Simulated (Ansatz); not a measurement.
# SnAsH₅ (SMILES [AsH2][SnH3]): one structure at several levels

Aim: energy, forces and dipole at a structure displaced at random from a GFN2-xTB minimum, from CCSD(T) and from density functionals.

Method: single points in def2-TZVPP; program: Ansatz 0.2.0, Gaussian basis.

Cores are frozen in the correlated methods. Filled d shells of the heavier atoms are correlated. Core potentials replace the inner electrons past krypton, and spin-orbit coupling is left out. B3LYP uses VWN-RPA correlation.

## (1) The starting structure

7 atoms, charge 0, spin multiplicity 1.

Atoms are counted from 1 here; the program's logs count them from 0.

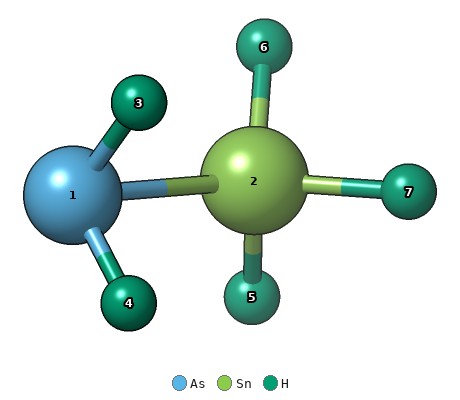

As it starts; arsenic blue, tin green, hydrogen teal; atoms are numbered from 1 in the order of the file.

Coordinates:

| atom | x (Å) | y (Å) | z (Å) |
| --- | --- | --- | --- |
| As1 | -1.05110 | -1.36490 | 0.40280 |
| Sn2 | 0.13280 | 0.81960 | 0.01280 |
| H3 | 0.25420 | -1.99360 | 0.93810 |
| H4 | -0.73950 | -1.88340 | -0.95920 |
| H5 | -0.76630 | 1.90150 | -0.98060 |
| H6 | 0.47220 | 1.74850 | 1.38670 |
| H7 | 1.68050 | 0.86910 | -0.76820 |

## (2) CCSD(T)/def2-TZVPP

Input file run/in.yaml:

```yaml
crystal:
  periodic: [false, false, false]
  atoms:
    - {symbol: As, position_ang: [-1.051100, -1.364900, 0.402800]}
    - {symbol: Sn, position_ang: [0.132800, 0.819600, 0.012800]}
    - {symbol: H, position_ang: [0.254200, -1.993600, 0.938100]}
    - {symbol: H, position_ang: [-0.739500, -1.883400, -0.959200]}
    - {symbol: H, position_ang: [-0.766300, 1.901500, -0.980600]}
    - {symbol: H, position_ang: [0.472200, 1.748500, 1.386700]}
    - {symbol: H, position_ang: [1.680500, 0.869100, -0.768200]}
basis:
  gaussian: {orbitals: def2-TZVPP}
correlation: {method: ccsd_t}
output: {forces: true}
```

No record of the launch command was kept for these runs.

## (3) PBE0-D4/def2-TZVPP

run/in.yaml, as its differences from that of step 2:

```diff
@@ -12,3 +12,3 @@
   gaussian: {orbitals: def2-TZVPP}
-correlation: {method: ccsd_t}
-output: {forces: true}
+hamiltonian: {xc: pbe0, dispersion: d4}
+output: {forces: true, orbitals: {seedname: orbitals}}
```

## (4) wB97M-V/def2-TZVPP

run/in.yaml, as its differences from that of step 3:

```diff
@@ -12,3 +12,3 @@
   gaussian: {orbitals: def2-TZVPP}
-hamiltonian: {xc: pbe0, dispersion: d4}
-output: {forces: true, orbitals: {seedname: orbitals}}
+hamiltonian: {xc: {name: wB97M-V}}
+output: {forces: true}
```

## (5) r2SCAN-D4/def2-TZVPP

run/in.yaml, as its differences from that of step 4:

```diff
@@ -12,3 +12,3 @@
   gaussian: {orbitals: def2-TZVPP}
-hamiltonian: {xc: {name: wB97M-V}}
+hamiltonian: {xc: r2scan, dispersion: d4}
 output: {forces: true}
```

## (6) PBE-D4/def2-TZVPP

run/in.yaml, as its differences from that of step 5:

```diff
@@ -12,3 +12,3 @@
   gaussian: {orbitals: def2-TZVPP}
-hamiltonian: {xc: r2scan, dispersion: d4}
+hamiltonian: {xc: pbe, dispersion: d4}
 output: {forces: true}
```

## (7) B3LYP-D4/def2-TZVPP

run/in.yaml, as its differences from that of step 6:

```diff
@@ -12,3 +12,3 @@
   gaussian: {orbitals: def2-TZVPP}
-hamiltonian: {xc: pbe, dispersion: d4}
+hamiltonian: {xc: {name: B3LYP}, dispersion: d4}
 output: {forces: true}
```

## (8) revPBE-D4/def2-TZVPP

run/in.yaml, as its differences from that of step 7:

```diff
@@ -12,3 +12,3 @@
   gaussian: {orbitals: def2-TZVPP}
-hamiltonian: {xc: {name: B3LYP}, dispersion: d4}
+hamiltonian: {xc: {name: revPBE}, dispersion: d4}
 output: {forces: true}
```

(Steps that only read results are left out.)

Q: Predict the outcome of this session. Wanted: energy less free atoms, CCSD(T)/def2-TZVPP; RMS force component; RMS force error; HOMO and LUMO, PBE0-D4; T1 diagnostic.

**Answer**, as computed:

| quantity | value |
| --- | --- |
| energy less free atoms, CCSD(T)/def2-TZVPP | -1552.9 kJ/mol |
| RMS force component | 0.503 to 0.546 eV/Å over the methods |
| RMS force error | PBE0-D4 0.078, wB97M-V 0.018, r2SCAN-D4 0.074, PBE-D4 0.211, B3LYP-D4 0.121, revPBE-D4 0.233 eV/Å |
| HOMO and LUMO, PBE0-D4 | -7.74 and -0.58 eV |
| T1 diagnostic | 0.012 |

**Reading.** Against CCSD(T) the functionals' energies less atoms differ by -34.7 to +24.0 kJ/mol, PBE-D4 by -8.4 kJ/mol. The reference is not at the basis limit: in triple zeta CCSD(T) underbinds, which counts against methods that bind more; the gaps are no ranking. For forces wB97M-V does best and revPBE-D4 worst. Frozen-core CCSD(T) forces in triple zeta carry basis errors of their own, and this is one geometry, so small gaps rank nothing.
